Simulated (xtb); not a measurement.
Run report: SnBr₂, frequency calculation

SnBr₂, computed with GFN2-xTB (xtb 6.7.1).

The geometry was optimised with GFN2-xTB.

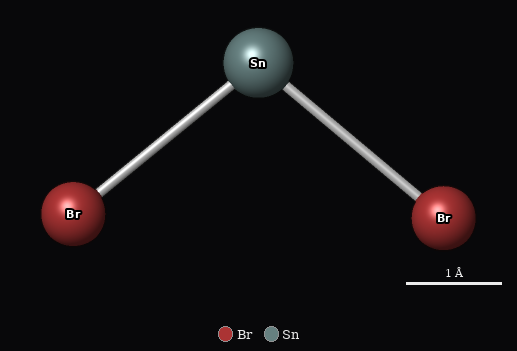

The structure as given in the input (ball-and-stick view, seen on its broad side). Sticks mark near contacts.

## Input (mol.xyz)
```
3

Br    -1.76389     0.36891    -0.93357
Sn     0.37209     0.97092     0.31232
Br     1.39180    -1.33983     0.62125
```

## File xcontrol
```
$chrg 0
$spin 0
$hess
   sccacc=1
$end
```

Run as:
```bash
xtb mol.xyz --gfn 2 --hess --input xcontrol > run.log 2> xtb.err
```

## The program's output
```
* xtb version 6.7.1
   ID    Z sym.   atoms
    1   35 Br     1, 3
    2   50 Sn     2

           -------------------------------------------------
          |                Calculation Setup                |
           -------------------------------------------------

          program call               : xtb mol.xyz --gfn 2 --hess --input xcontrol
          coordinate file            : mol.xyz
          omp threads                :                     1

           -------------------------------------------------
          |                 G F N 2 - x T B                 |
           -------------------------------------------------

      * Hamiltonian:
        H0-scaling (s, p, d)           1.850000    2.230000    2.230000
        zeta-weighting                 0.500000
      * Dispersion:
        s8                             2.700000
        a1                             0.520000
        a2                             5.000000
        s9                             5.000000
      * Repulsion:
        kExp                           1.500000    1.000000
        rExp                           1.000000
      * Coulomb:
        alpha                          2.000000
        third order                    shell-resolved
        anisotropic                    true
        a3                             3.000000
        a5                             4.000000
        cn-shift                       1.200000
        cn-exp                         4.000000
        max-rad                        5.000000

          ...................................................
          :                      SETUP                      :
          :.................................................:
          :  # basis functions                  30          :
          :  # atomic orbitals                  27          :
          :  # shells                            9          :
          :  # electrons                        18          :
          :  max. iterations                   250          :
          :  Hamiltonian                  GFN2-xTB          :
          :  restarted?                      false          :
          :  GBSA solvation                  false          :
          :  PC potential                    false          :
          :  electronic temp.          300.0000000     K    :
          :  accuracy                    1.0000000          :
          :  -> integral cutoff          0.2500000E+02      :
          :  -> integral neglect         0.1000000E-07      :
          :  -> SCF convergence          0.1000000E-05 Eh   :
          :  -> wf. convergence          0.1000000E-03 e    :
          :  Broyden damping             0.4000000          :
          :  net charge                          0          :
          :  unpaired electrons                  0          :
          ...................................................

 iter      E             dE          RMSdq      gap      omega  full diag
   1     -8.8891764 -0.888918E+01  0.550E+01    0.64       0.0  T
   2     -8.9998762 -0.110700E+00  0.533E+01    7.77       1.0  T
   3    -10.2257843 -0.122591E+01  0.980E+00    4.95       1.0  T
   4    -10.2025319  0.232524E-01  0.107E+01    5.07       1.0  T
   5    -10.3075946 -0.105063E+00  0.799E+00    4.61       1.0  T
   6    -10.4431386 -0.135544E+00  0.183E+00    3.60       1.0  T
   7    -10.4422356  0.902952E-03  0.161E+00    3.64       1.0  T
   8    -10.4428681 -0.632530E-03  0.495E-01    3.88       1.0  T
   9    -10.4435184 -0.650231E-03  0.285E-01    3.83       1.0  T
  10    -10.4436670 -0.148640E-03  0.878E-02    3.79       1.0  T
  11    -10.4436634  0.359246E-05  0.170E-01    3.79       1.0  T
  12    -10.4436681 -0.465076E-05  0.283E-02    3.78       2.0  T
  13    -10.4436681 -0.143814E-07  0.218E-03    3.78      26.5  T
  14    -10.4436681  0.720665E-08  0.129E-02    3.78       4.5  T
  15    -10.4436681 -0.424519E-08  0.652E-03    3.78       8.8  T
  16    -10.4436681 -0.485453E-08  0.268E-04    3.78     215.5  T
  17    -10.4436681 -0.663167E-10  0.207E-04    3.78     279.5  T

   *** convergence criteria satisfied after 17 iterations ***

         #    Occupation            Energy/Eh            Energy/eV
      -------------------------------------------------------------
         1        2.0000           -0.8794566             -23.9312
       ...           ...                  ...                  ...
         3        2.0000           -0.8113756             -22.0787
         4        2.0000           -0.4532755             -12.3343
         5        2.0000           -0.4400591             -11.9746
         6        2.0000           -0.4308633             -11.7244
         7        2.0000           -0.4258954             -11.5892
         8        2.0000           -0.4223467             -11.4926
         9        2.0000           -0.4169431             -11.3456 (HOMO)
        10                         -0.2781047              -7.5676 (LUMO)
        11                         -0.2128407              -5.7917
        12                         -0.2038654              -5.5475
        13                         -0.1338230              -3.6415
        14                         -0.1184383              -3.2229
       ...                                ...                  ...
        27                          0.9103064              24.7707
      -------------------------------------------------------------
                  HL-Gap            0.1388383 Eh            3.7780 eV
             Fermi-level           -0.3475239 Eh           -9.4566 eV

 SCC (total)                   0 d,  0 h,  0 min,  0.030 sec
 SCC setup                      ...        0 min,  0.000 sec (  0.449%)
 Dispersion                     ...        0 min,  0.000 sec (  0.125%)
 classical contributions        ...        0 min,  0.000 sec (  0.075%)
 integral evaluation            ...        0 min,  0.006 sec ( 21.255%)
 iterations                     ...        0 min,  0.016 sec ( 52.951%)
 molecular gradient             ...        0 min,  0.004 sec ( 14.532%)
 printout                       ...        0 min,  0.003 sec ( 10.494%)

         :::::::::::::::::::::::::::::::::::::::::::::::::::::
         ::                     SUMMARY                     ::
         :::::::::::::::::::::::::::::::::::::::::::::::::::::
         :: total energy             -10.440705621633 Eh    ::
         :: gradient norm              0.000094444023 Eh/a0 ::
         :: HOMO-LUMO gap              3.777983124800 eV    ::
         ::.................................................::
         :: SCC energy               -10.443668031179 Eh    ::
         :: -> isotropic ES           -0.011553149052 Eh    ::
         :: -> anisotropic ES          0.005257081550 Eh    ::
         :: -> anisotropic XC         -0.014385919591 Eh    ::
         :: -> dispersion             -0.002868540370 Eh    ::
         :: repulsion energy           0.002962409546 Eh    ::
         :: add. restraining           0.000000000000 Eh    ::
         :: total charge              -0.000000000000 e     ::
         :::::::::::::::::::::::::::::::::::::::::::::::::::::

           -------------------------------------------------
          |                Numerical Hessian                |
           -------------------------------------------------
step length          :   0.00500
SCC accuracy         :   1.00000
Hessian scale factor :   1.00000
frozen atoms in %    :   0.00000    0
RMS gradient         :   0.00009
estimated CPU  time      0.00 min

writing file <hessian>.

 projected vibrational frequencies (cm⁻¹)
eigval :       -0.00    -0.00    -0.00     0.00     0.00     0.00
eigval :       72.79   230.07   235.21
           -------------------------------------------------
          |                Property Printout                |
           -------------------------------------------------

    * Orbital Energies and Occupations

         #    Occupation            Energy/Eh            Energy/eV
      -------------------------------------------------------------
         1        2.0000           -0.8794556             -23.9312
         2        2.0000           -0.8351660             -22.7260
         3        2.0000           -0.8113757             -22.0787
         4        2.0000           -0.4532758             -12.3343
         5        2.0000           -0.4400593             -11.9746
         6        2.0000           -0.4308635             -11.7244
         7        2.0000           -0.4258956             -11.5892
         8        2.0000           -0.4223469             -11.4926
         9        2.0000           -0.4169434             -11.3456 (HOMO)
        10                         -0.2781047              -7.5676 (LUMO)
        11                         -0.2128403              -5.7917
        12                         -0.2038651              -5.5475
        13                         -0.1338219              -3.6415
        14                         -0.1184373              -3.2228
        15                         -0.0781986              -2.1279
        16                         -0.0022685              -0.0617
        17                          0.0302284               0.8226
        18                          0.0401525               1.0926
        19                          0.0426058               1.1594
        20                          0.0472957               1.2870
       ...                                ...                  ...
        27                          0.9103070              24.7707
      -------------------------------------------------------------
                  HL-Gap            0.1388387 Eh            3.7780 eV
             Fermi-level           -0.3475240 Eh           -9.4566 eV

     #   Z          covCN         q      C6AA      α(0)
     1  35 Br       0.830    -0.244   191.595    22.317
     2  50 Sn       1.657     0.488   439.019    45.059
     3  35 Br       0.830    -0.244   191.588    22.317

 Mol. C6AA /au·bohr⁶  :       2331.429264
 Mol. C8AA /au·bohr⁸  :     203870.704132
 Mol. α(0) /au        :         89.692903

Wiberg/Mayer (AO) data.
largest (>0.10) Wiberg bond orders for each atom

 ---------------------------------------------------------------------------
     #   Z sym  total        # sym  WBO       # sym  WBO       # sym  WBO
 ---------------------------------------------------------------------------
     1  35 Br   1.301 --     2 Sn   1.270
     2  50 Sn   2.540 --     3 Br   1.270     1 Br   1.270
     3  35 Br   1.301 --     2 Sn   1.270
 ---------------------------------------------------------------------------

Topologies differ in total number of bonds
Writing topology from bond orders to xtbtopo.mol

molecular dipole:
                 x           y           z       tot (Debye)
 q only:        0.515       1.342       0.432
   full:        1.187       3.096       0.996       8.801
molecular quadrupole (traceless):
                xx          xy          yy          xz          yz          zz
 q only:       -3.673       4.228       2.501      -2.977       2.329       1.172
  q+dip:       -9.446      10.957       6.836      -7.309       6.146       2.610
   full:      -10.543      11.767       5.080     -10.341       5.900       5.463

           -------------------------------------------------
          |               Frequency Printout                |
           -------------------------------------------------
 projected vibrational frequencies (cm⁻¹)
eigval :       -0.00    -0.00    -0.00     0.00     0.00     0.00
eigval :       72.79   230.07   235.21
 reduced masses (amu)
   1: 84.82   2: 94.32   3: 81.00   4: 81.55   5:110.07   6:104.63   7: 86.88   8: 97.09
   9: 95.19
 IR intensities (km·mol⁻¹)
   1:  1.32   2:  1.99   3:  2.29   4:  3.28   5:  7.21   6:  6.22   7:  6.49   8:  6.60
   9: 13.00
 Raman intensities (Ä⁴*amu⁻¹)
   1:  0.00   2:  0.00   3:  0.00   4:  0.00   5:  0.00   6:  0.00   7:  0.00   8:  0.00
   9:  0.00
 output can be read by thermo (or use thermo option).
 writing <g98.out> molden fake output.
 recommended (thermochemical) frequency scaling factor: 1.0
Molecule has the following symmetry elements: (C2) 2*(sigma)
It seems to be the C2v point group
           -------------------------------------------------
          |             Thermodynamic Functions             |
           -------------------------------------------------

c2v symmetry found (for desy threshold:  0.10E+00) used in thermo

          ...................................................
          :                      SETUP                      :
          :.................................................:
          :  # frequencies                           3      :
          :  # imaginary freq.                       0      :
          :  linear?                             false      :
          :  only rotor calc.                    false      :
          :  symmetry                              c2v      :
          :  rotational number                       2      :
          :  scaling factor                  1.0000000      :
          :  rotor cutoff                   50.0000000 cm⁻¹ :
          :  imag. cutoff                  -20.0000000 cm⁻¹ :
          :.................................................:

    mode    ω/cm⁻¹     T·S(HO)/kcal·mol⁻¹    T·S(FR)/kcal·mol⁻¹   T·S(vib)
   ------------------------------------------------------------------------
       1     72.79    -1.21536 ( 81.79%)    -0.94515 ( 18.21%)    -1.16616
       2    230.07    -0.56004 ( 99.78%)    -0.60433 (  0.22%)    -0.56013
       3    235.21    -0.54825 ( 99.80%)    -0.59780 (  0.20%)    -0.54835
   ------------------------------------------------------------------------

   temp. (K)  partition function   enthalpy   heat capacity  entropy
                                   cal/mol     cal/K/mol   cal/K/mol   J/K/mol
 298.15  VIB   7.42                 1136.280      5.368      7.629
         ROT  0.357E+06              888.752      2.981     28.389
         INT  0.265E+07             2025.032      8.349     36.019
         TR   0.450E+28             1481.254      4.968     42.752
         TOT                        3506.2858    13.3175    78.7707   329.5765

       T/K    H(0)-H(T)+PV         H(T)/Eh          T*S/Eh         G(T)/Eh
   ------------------------------------------------------------------------
    298.15    0.558762E-02    0.681345E-02    0.374265E-01   -0.306130E-01
   ------------------------------------------------------------------------

         :::::::::::::::::::::::::::::::::::::::::::::::::::::
         ::                  THERMODYNAMIC                  ::
         :::::::::::::::::::::::::::::::::::::::::::::::::::::
         :: total free energy         -10.471318657221 Eh   ::
         ::.................................................::
         :: total energy              -10.440705621638 Eh   ::
         :: zero point energy           0.001225826510 Eh   ::
         :: G(RRHO) w/o ZPVE           -0.031838862094 Eh   ::
         :: G(RRHO) contrib.           -0.030613035584 Eh   ::
         :::::::::::::::::::::::::::::::::::::::::::::::::::::

           -------------------------------------------------
          | TOTAL ENERGY              -10.440705621638 Eh   |
          | TOTAL ENTHALPY            -10.433892173063 Eh   |
          | TOTAL FREE ENERGY         -10.471318657221 Eh   |
          | GRADIENT NORM               0.000094672243 Eh/α |
          | HOMO-LUMO GAP               3.777994573867 eV   |
           -------------------------------------------------

------------------------------------------------------------------------
------------------------------------------------------------------------
 total:
 *  cpu-time:     0 d,  0 h,  0 min,  0.183 sec
 * ratio c/w:     0.678 speedup
 SCF:
 *  cpu-time:     0 d,  0 h,  0 min,  0.014 sec
 * ratio c/w:     0.463 speedup
 analytical hessian:
 *  cpu-time:     0 d,  0 h,  0 min,  0.144 sec
 * ratio c/w:     0.748 speedup
```

## File vibspectrum
```
$vibrational spectrum
#  mode     symmetry     wave number   IR intensity    selection rules
#                         cm**(-1)      (km*mol⁻¹)        IR
     1                      -0.00         0.00000          -
     2                      -0.00         0.00000          -
     3                      -0.00         0.00000          -
     4                       0.00         0.00000          -
     5                       0.00         0.00000          -
     6                       0.00         0.00000          -
     7        a             72.79         6.48700         YES
     8        a            230.07         6.60059         YES
     9        a            235.21        13.00150         YES
$end
```

## Standard error
```
normal termination of xtb
```

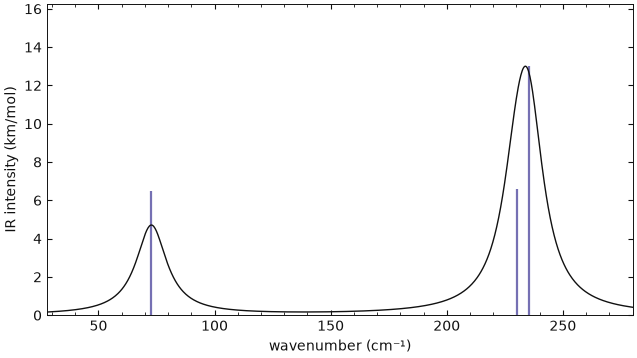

Harmonic infrared spectrum, unscaled: sticks (degenerate modes added up, dark ones marked on the axis) with a Lorentzian envelope of 16 cm⁻¹ full width, scaled to the tallest stick. 3 modes from 73 to 235 cm⁻¹, none imaginary. The strongest line is at 235 cm⁻¹ (13.0 km/mol). All modes, in cm⁻¹ (km/mol): 73 (6.5), 230 (6.6), 235 (13.0).

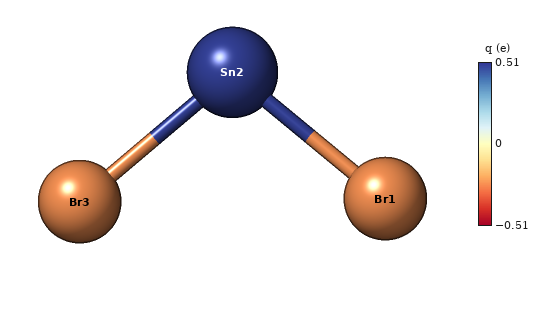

Mulliken charges, as the colour of each atom (ball-and-stick view, seen at a tilt; atoms are numbered from 1 in the order of the input). By element: Br −0.24 and Sn +0.49 e.

## Summary

| quantity | value |
| --- | --- |
| outcome | converged |
| electrons treated | 18 |
| total energy | −10.440706 hartree |
| dispersion energy | −0.002869 hartree |
| basis functions | 30 |
| HOMO | −11.35 eV |
| LUMO | −7.57 eV |
| zero-point energy | 0.001226 hartree |
| dipole moment | 8.80 D |
| wavenumbers, lowest and highest | 73 and 235 cm⁻¹ |
| hardware | 1 thread of Intel Xeon @ 2.50GHz (Skylake/Cascade Lake), 189 GiB of memory available, shared host |
| peak memory | 0.071 GiB |

## Remarks

Settings chosen away from the usual ones: method = gfn2-xtb; task = frequencies; x = {"hess_scc_accuracy": 1}; geo = {"prev": "A"}.
